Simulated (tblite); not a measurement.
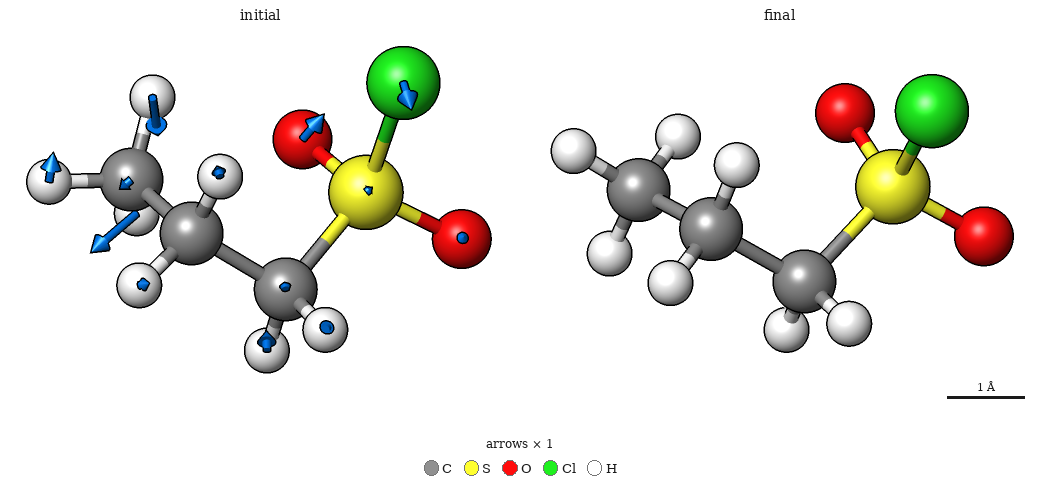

The structure of C₃H₇ClO₂S before (left) and after (right) a relaxation, at one scale. The blue arrows give the displacements, at their true length.

A ball-and-stick model, seen at a tilt.

These are results of tblite, GFN2-xTB geometry optimisation, gas phase, not measurements. 

### What changed between the two?

After 107 geometry steps the energy has fallen by 19.5 kcal/mol. An H atom moves most after the best rigid fit: 0.90 Å. By element the largest moves are H 0.90 Å, O 0.49 Å, Cl 0.48 Å, C 0.22 Å, S 0.12 Å. Near-neighbour distances that change, for instance: O–S 1.515 → 1.427 Å, C–H 1.116 → 1.087 Å, Cl–S 2.068 → 2.042 Å, C–C 1.500 → 1.524 Å. Among the angles between lasting bonds that change: C–S–Cl 110.7° → 101.1°, O–S–O 111.1° → 118.5°, S–C–H 111.2° → 103.9°. Groups turn about C–C by about 40°. Cost: 0.75 s on 1 thread of Arm Neoverse V1, with other jobs on the host.
